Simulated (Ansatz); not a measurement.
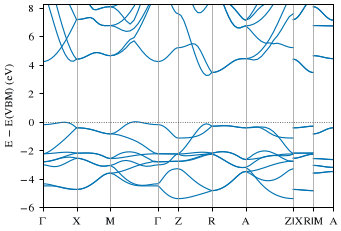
*Band structure from r²SCAN+D4 in the plane-wave PAW code Ansatz*

**Question.** Read off the gap and where the band edges lie.

**Answer.** About 3.2 eV (3.23 eV by a search for the band edges); maximum on the M–Γ line, 53 % of the way from M, minimum on the Z–R line, 86 % of the way from Z.

**Question.** Which compound is it?
A. CuI, P4/nmm (Cu on 2b, I on 2c)
B. TlF, P4/nmm (Tl on 2c, F on 2c)
C. LaBi2ClO4, P4/mmm (La on 1a, Bi on 2h, Cl on 1b, O on 4i)

**Answer.** B, TlF, P4/nmm (Tl on 2c, F on 2c)

The workflow started from a Materials Project entry (that database holds measured and hypothetical structures alike); the Crystallography Open Database files this formula in space group No. 129, but the cells were not matched. Whether it is the stable phase at ambient conditions was not checked. Symmetry was held in the r²SCAN+D4 relaxation; its stability against distortions is not shown here. Spin–orbit coupling is left out wherever it is not named.

Potentials: the later of the program's two PAW sets.
